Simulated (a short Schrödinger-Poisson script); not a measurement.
System: symmetric double-gate stack, SiO2 on p-type Si(100), at 77 K.

| layer | material | thickness (nm) | Na (cm⁻³) |
|---|---|---|---|
| 1 | SiO2 | 3 | - |
| 2 | Si | 4 | 9e15 |
| 3 | SiO2 | 3 | - |

The device is made up for the run: typed textbook-type constants, with dimensions and the other settings drawn at random. SiO2: permittivity 3.9, conduction-band edge (eV) 3.15, gap (eV) 9, electron mass (mₑ) 0.5. Si: permittivity 11.7, conduction-band edge (eV) 0, gap (eV) 1.124, Nv at 300 K (cm⁻³) 3.1e19.

Channel valleys (confinement mass, in-plane density-of-states mass, number): Δ2 0.916, 0.19, 2; Δ4 0.19, 0.417, 4. At the gates, both at one voltage, the conduction-band edge of layer 1 lies 3.67 eV − eVg above the Fermi level of the channel. Gaps are held at their typed values at every temperature. Mesh 0.03 nm at interfaces.

From a short Schrödinger-Poisson script (our own, NumPy): 1D Poisson equation in equilibrium, electrons quantum, Hartree (BenDaniel-Duke, 12 states a valley, the channel's in-plane mass for all, wave functions ending at the dielectric), parabolic valleys, classical holes, full ionisation, no traps, pinning or gate leakage.

Only gate voltages with over 1e8 electrons/cm² are shown.

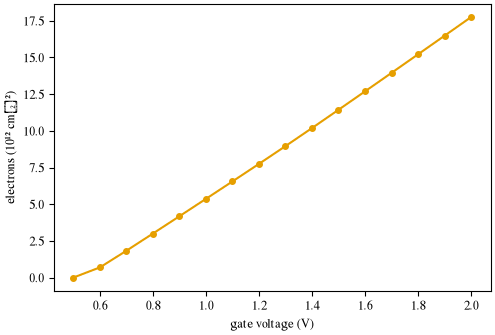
Sheet density against gate voltage

```
Vg (V)  electrons (cm⁻²)  C (μF/cm²)  Δ2 E0 (meV)  Δ2 E1 (meV)  Δ4 E0 (meV)  Δ4 E1 (meV)
------  ----------------  ----------  -----------  -----------  -----------  -----------
0.5               1.03e9      0.0263         46.0        123.0        144.0        515.0
0.6              6.94e11        1.75          0.5         76.1         98.5        468.1
0.7              1.83e12        1.86        -10.2         63.2         87.8        455.3
0.8              3.00e12        1.88        -18.5         52.8         79.7        444.9
0.9              4.18e12        1.89        -26.2         42.9         72.1        435.2
1                5.36e12        1.90        -33.7         33.4         64.7        425.8
1.1              6.55e12        1.91        -41.1         24.0         57.6        416.5
1.2              7.75e12        1.92        -48.1         15.1         50.7        407.8
1.3              8.96e12        1.95        -54.4          7.0         44.7        399.9
1.4              1.02e13        1.98        -59.6          0.2         39.8        393.4
1.5              1.14e13        2.00        -63.9         -5.6         35.7        387.8
1.6              1.27e13        2.02        -67.8        -10.7         32.2        382.8
1.7              1.39e13        2.02        -71.3        -15.6         28.9        378.2
1.8              1.52e13        2.03        -74.7        -20.3         25.9        373.8
1.9              1.65e13        2.03        -77.9        -24.8         22.9        369.6
2                1.77e13        2.04        -81.1        -29.2         20.1        365.4
```

Subbands count from the Fermi level. The capacitance is that of both gates.
